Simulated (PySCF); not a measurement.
Run report: C$_{2}$H$_{13}$FOSi$_{4}$, NMR shielding calculation

System: C$_{2}$H$_{13}$FOSi$_{4}$.
Method: GIAO B3LYP/6-31G* NMR shielding, non-relativistic, gas phase (PySCF 2.14.0).

The geometry comes from this level: GFN2-xTB. Figures and captions count atoms from 1; the log counts them from 0 in places.

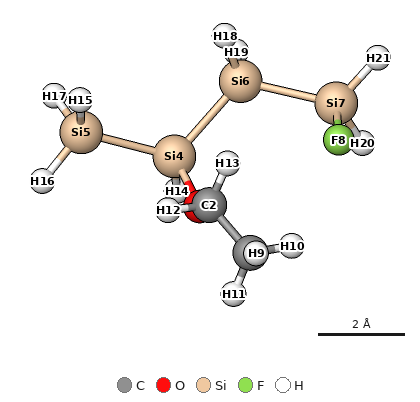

Figure 1. The structure as given in the input (ball-and-stick view, seen at a tilt; atoms are numbered from 1 in the order of the input).

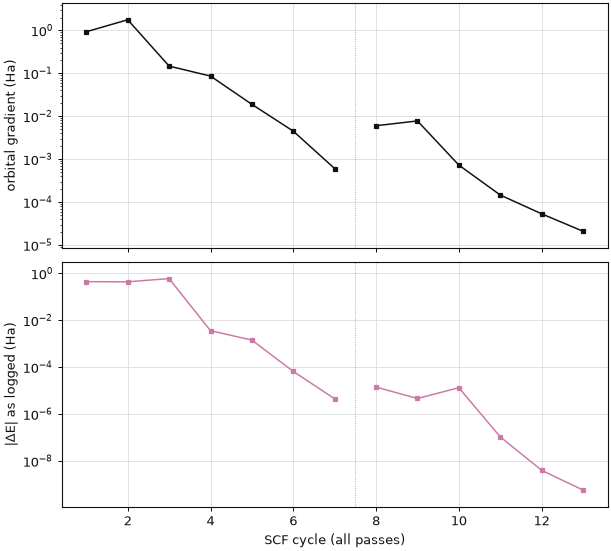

Figure 2. Convergence of the self-consistent field: orbital gradient and size of the energy change against the SCF cycle. The dotted line marks the change from a coarse to the final integration grid. The first 7 cycles use a coarse grid, the final grid takes over at cycle 8, and the field converges after 13 cycles in all.

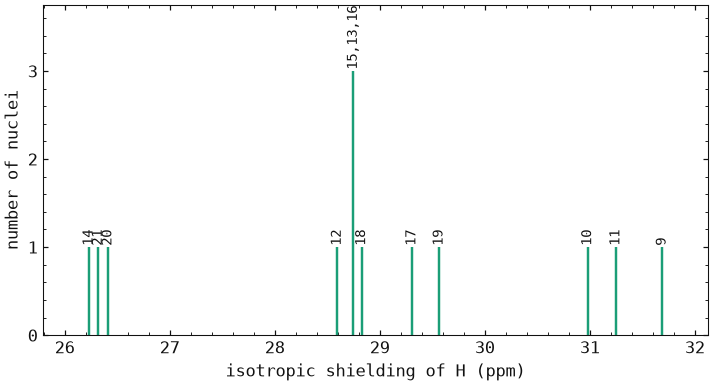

Figure 3. Isotropic shieldings of the hydrogen nuclei in this fixed geometry, labelled by atom number; shielding grows to the right, so chemical shift grows to the left. The least shielded is H14 (26.2 ppm), the most shielded H9 (31.7 ppm).

The input and output of the run follow.

## Input
```
{"job": {"xc": "B3LYP", "basis": "6-31G*", "kind": "nmr", "pop": false}, "charge": 0, "multiplicity": 1}
C     -1.677591     0.045677    -2.341341
C     -1.411122    -0.321379    -0.890465
O     -0.891077     0.781427    -0.212446
Si    -0.075128     0.828469     1.200644
Si    -1.403695     0.030521     2.933424
Si     1.994218    -0.217575     0.905933
Si     2.909204    -0.203352    -1.218265
F      1.751463    -0.758308    -2.210051
H     -2.135088    -0.793001    -2.858620
H     -0.741411     0.298171    -2.831836
H     -2.342137     0.904541    -2.389974
H     -2.341132    -0.634788    -0.396241
H     -0.704620    -1.160498    -0.845521
H      0.076985     2.290636     1.224044
H     -1.592532    -1.426745     2.854627
H     -2.763239     0.582507     2.994586
H     -0.788595     0.298031     4.236279
H      1.923896    -1.625552     1.360132
H      2.986727     0.371972     1.823285
H      3.200487     1.109144    -1.792245
H      4.015468    -1.101616    -1.546422
```

The first line tells a small driver script what to run in PySCF; the rest is the geometry in Å.

Command:
```bash
OMP_NUM_THREADS=1 python <driver script> task.json out
```

## Log
```
coarse grid: 18904 points
cycle   1  E = -1417.0663081379  dE =  4.455e-01  |g| = 9.335e-01  |ddm| = 3.926e+00
cycle   2  E = -1416.6261364421  dE =  4.402e-01  |g| = 1.773e+00  |ddm| = 3.439e+00
cycle   3  E = -1417.2291898770  dE = -6.031e-01  |g| = 1.479e-01  |ddm| = 2.733e+00
cycle   4  E = -1417.2328068608  dE = -3.617e-03  |g| = 8.657e-02  |ddm| = 2.514e-01
cycle   5  E = -1417.2342444911  dE = -1.438e-03  |g| = 1.903e-02  |ddm| = 9.082e-02
cycle   6  E = -1417.2343106322  dE = -6.614e-05  |g| = 4.517e-03  |ddm| = 2.120e-02
cycle   7  E = -1417.2343151360  dE = -4.504e-06  |g| = 6.085e-04  |ddm| = 4.558e-03
final grid: 162768 points
cycle   8  E = -1417.1372768064  dE = -1.415e-05  |g| = 6.042e-03  |ddm| = 1.966e-02
cycle   9  E = -1417.1372721721  dE =  4.634e-06  |g| = 7.818e-03  |ddm| = 1.211e-02
cycle  10  E = -1417.1372855269  dE = -1.335e-05  |g| = 7.336e-04  |ddm| = 6.576e-03
cycle  11  E = -1417.1372856338  dE = -1.070e-07  |g| = 1.472e-04  |ddm| = 9.837e-04
cycle  12  E = -1417.1372856378  dE = -4.008e-09  |g| = 5.375e-05  |ddm| = 2.199e-04
cycle  13  E = -1417.1372856384  dE = -5.743e-10  |g| = 2.110e-05  |ddm| = 7.155e-05
converged SCF energy = -1417.1372856384

GIAO shielding tensors (ppm)
atom      isotropic    diamagn.    paramagn.     s11        s22        s33       span
  0 C      172.250     248.857     -76.606    156.306    170.055    190.389     34.083
  1 C      131.839     245.005    -113.166    106.541    118.565    170.411     63.870
  2 O      310.431     394.407     -83.976    261.423    330.888    338.982     77.558
  3 Si     394.022     881.613    -487.592    323.127    368.735    490.203    167.076
  4 Si     496.126     881.941    -385.815    478.977    502.049    507.353     28.376
  5 Si     505.642     883.701    -378.059    488.687    511.027    517.213     28.527
  6 Si     377.057     879.633    -502.576    295.482    366.022    469.668    174.186
  7 F      424.240     475.217     -50.977    366.789    449.435    456.495     89.706
  8 H       31.688      30.046       1.642     28.348     28.783     37.933      9.585
  9 H       30.978      31.381      -0.403     26.388     31.328     35.219      8.831
 10 H       31.247      30.487       0.759     27.679     29.581     36.480      8.802
 11 H       28.594      31.886      -3.292     23.192     29.822     32.768      9.576
 12 H       28.741      34.096      -5.355     25.461     29.545     31.217      5.755
 13 H       26.230      30.984      -4.754     23.271     24.965     30.455      7.183
 14 H       28.737      31.398      -2.661     25.634     27.615     32.961      7.327
 15 H       28.764      30.137      -1.372     25.493     26.721     34.079      8.585
 16 H       29.304      29.654      -0.349     26.127     27.181     34.605      8.478
 17 H       28.826      32.361      -3.535     25.710     27.195     33.574      7.864
 18 H       29.564      30.377      -0.813     26.352     27.200     35.139      8.786
 19 H       26.410      29.612      -3.202     23.165     25.044     31.022      7.857
 20 H       26.318      28.038      -1.720     22.495     25.009     31.450      8.955
```

## Results in brief

```json
{"quantity": "outcome", "value": "converged"}
{"quantity": "total energy", "value": "−1417.137286 hartree"}
{"quantity": "HOMO", "value": "−7.08 eV"}
{"quantity": "LUMO", "value": "−1.30 eV"}
{"quantity": "dipole moment", "value": "1.02 D"}
{"quantity": "isotropic shielding, C", "value": "131.8 to 172.3 ppm"}
{"quantity": "isotropic shielding, O", "value": "310.4 ppm"}
{"quantity": "isotropic shielding, Si", "value": "377.1 to 505.6 ppm"}
{"quantity": "isotropic shielding, F", "value": "424.2 ppm"}
{"quantity": "isotropic shielding, H", "value": "26.2 to 31.7 ppm"}
{"quantity": "hardware", "value": "1 CPU thread, shared host"}
{"quantity": "wall time", "value": "48 s"}
{"quantity": "peak memory", "value": "0.83 GiB"}
```
